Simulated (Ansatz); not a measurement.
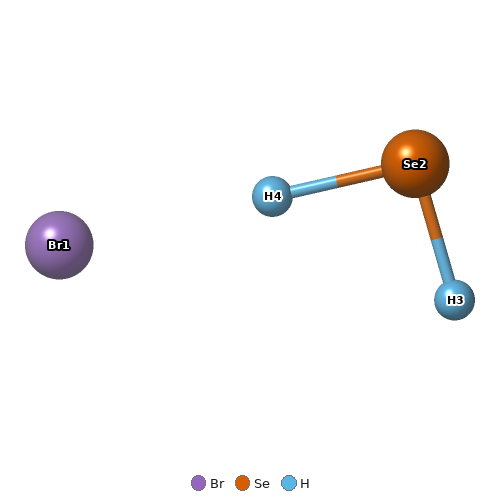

The system is the pair Br···H₂Se, charge −1; the picture shows the reference structure. Coordinates scanned: (1) separation of H4 and Br1 along their line in the relaxed pair; (2) sideways slip of Br1. Nothing is relaxed (both partners rigid). The scan uses a 9 × 9 grid. Points are written as (first, second). All energies are given in kJ/mol relative to the lowest grid point. Computed with RKS BHLYP-D4/def2-TZVPD (Ansatz).

Its coordinates:

```xyz
4

Br    0.6007   -0.7470   -2.2976
Se    0.0252   -0.0226    1.3479
H    -0.8820    1.0828    1.0645
H     0.2560   -0.3131   -0.1147
```

Range: separation of H4 and Br1 along their line in the relaxed pair from 1.892 to 4.492 Å; sideways slip of Br1 from −2.20 to 2.20 Å.

> What landscape does the calculation give?

The lowest grid point is at (2.265 Å, 0.00 Å). It is the only kind of minimum in the scanned range. The highest grid point, (4.492 Å, 2.20 Å), lies 40.0 kJ/mol above the lowest. Round the minimum the two coordinates are nearly uncoupled.

```csv
"second ↓, first →",1.892,2.033,2.265,2.550,2.877,3.238,3.630,4.048,4.492
2.20,17.3,18.5,21.2,24.7,28.6,32.2,35.4,38.0,40.0
1.65,10.8,11.1,13.4,17.7,23.0,28.2,32.6,36.1,38.7
1.10,8.5,5.8,6.3,10.9,17.6,24.3,30.0,34.4,37.6
0.55,11.0,4.0,1.6,5.8,13.5,21.4,28.0,33.1,36.8
0.00,13.6,4.2,0.0,3.9,11.8,20.2,27.2,32.6,36.4
−0.55,11.5,4.3,1.6,5.7,13.3,21.1,27.8,32.8,36.5
−1.10,9.3,6.2,6.2,10.5,17.1,23.7,29.4,33.8,37.1
−1.65,11.0,10.7,12.6,16.7,22.0,27.2,31.7,35.2,37.9
−2.20,15.8,16.8,19.3,22.8,26.8,30.7,34.0,36.8,38.9
```

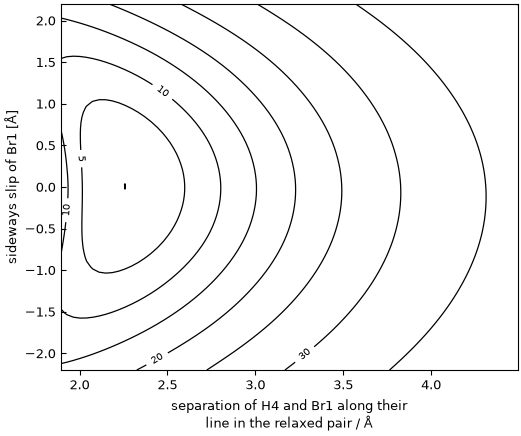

Drawn: contour lines labelled in kJ/mol. Between grid points the surface is interpolated.

Each point was launched as `ansatz run input.yaml --threads 1 --pin off --max-ram 2560MiB --backend cpu --events-out ev --progress --plain --runs-dir out`. The whole map (81 points run) took 6.4 min on 1 thread of Arm Neoverse V2 (shared host).
